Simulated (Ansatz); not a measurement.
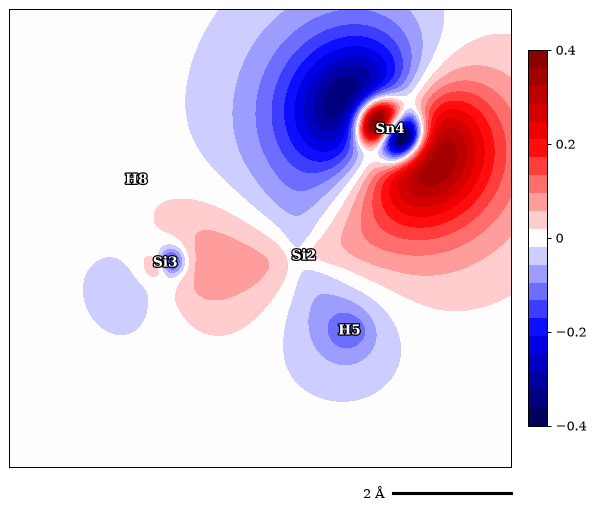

Figure. FH₄Si₂Sn (charge +1). One frontier orbital on the plane of atoms Si3, Si2 and H5 (values in Å⁻³ᐟ²; the overall sign is arbitrary).

Geometry: PBE0-D3(BJ)/def2-SVP; core potentials replace the inner electrons of Sn.

Method: isolated molecule in a Gaussian basis; Kohn-Sham density functional theory, functional PBE0 (Ansatz 0.2.0).

```xyz
8

F    -0.5947   -1.0240    1.9101
Si    1.0492   -0.3978    2.0710
Si    2.5830   -2.0802    1.4704
Sn   -0.6523    0.8050    0.5105
H     1.0978    0.1433    3.4597
H     3.9131   -1.4135    1.5207
H     2.4411   -3.1831    2.4592
H     2.2211   -2.5006    0.0887
```

Which orbital is it: HOMO or LUMO?

Answer. The LUMO, at −8.34 eV. By Hirshfeld shares it lies mainly on Sn4 (about 90 %).
